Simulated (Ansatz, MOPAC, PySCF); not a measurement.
Bond stretch in B-trichloroborazine, H3B3Cl3N3, SMILES ClB1NB(Cl)NB(Cl)N1. The N3–H12 bond (N3 also carries B, B; H12 carries nothing else) is varied alone, starting from the PBE0/def2-SVP optimised geometry.

```
12

Cl     0.0018    -2.7774     0.1908
B      0.0005    -1.2409    -0.6970
N      0.0000     0.0000     0.0000
B      0.0000     1.2407    -0.6974
Cl     0.0001     2.7778     0.1894
N      0.0001     1.2240    -2.1205
B     -0.0001    -0.0005    -2.8459
Cl    -0.0003     0.0007    -4.6204
N      0.0001    -1.2248    -2.1202
H      0.0002     2.1007    -2.6269
H      0.0001    -2.1017    -2.6263
H      0.0000     0.0000     1.0125
```

AM1, restricted, heats of formation (MOPAC); UHF/STO-3G = unrestricted Hartree-Fock/STO-3G (PySCF); UMP2 = MP2 on UHF/cc-pVDZ, frozen core (Ansatz, a quantum-chemistry and plane-wave program).

Energies are in eV, each relative to the lowest point of its own curve near equilibrium.

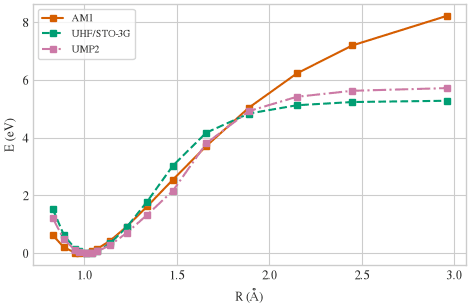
Figure: Energy against bond length for each method.

| R / Å | AM1 | UHF/STO-3G | UMP2 |
|---|---|---|---|
| 0.83 | 0.623 | 1.532 | 1.214 |
| 0.89 | 0.205 | 0.630 | 0.481 |
| 0.95 | 0.019 | 0.160 | 0.114 |
| 0.97 | 0.000 | 0.077 | 0.052 |
| 1.01 | 0.015 | 0.000 | 0.000 |
| 1.04 | 0.068 | 0.008 | 0.013 |
| 1.07 | 0.150 | 0.064 | 0.061 |
| 1.14 | 0.432 | 0.340 | 0.280 |
| 1.23 | 0.922 | 0.906 | 0.704 |
| 1.34 | 1.619 | 1.786 | 1.328 |
| 1.48 | 2.551 | 3.036 | 2.166 |
| 1.66 | 3.713 | 4.177 | 3.804 |
| 1.89 | 5.040 | 4.838 | 4.923 |
| 2.15 | 6.230 | 5.127 | 5.419 |
| 2.45 | 7.200 | 5.238 | 5.627 |
| 2.96 | 8.220 | 5.282 | 5.721 |

At the longest distance, 2.96 Å, AM1 lies highest above its minimum (8.220 eV) and UHF/STO-3G lowest (5.282 eV).

The restricted form behind AM1 keeps the bonding electrons paired and can't separate into open-shell fragments. The unrestricted determinant behind UHF/STO-3G is spin-contaminated at 1.48 to 2.96 Å (<S²> up to 1.0, against 0.00 for a pure singlet). The unrestricted determinant behind UMP2 is spin-contaminated at 1.66 to 2.96 Å (<S²> up to 1.0, against 0.00 for a pure singlet).
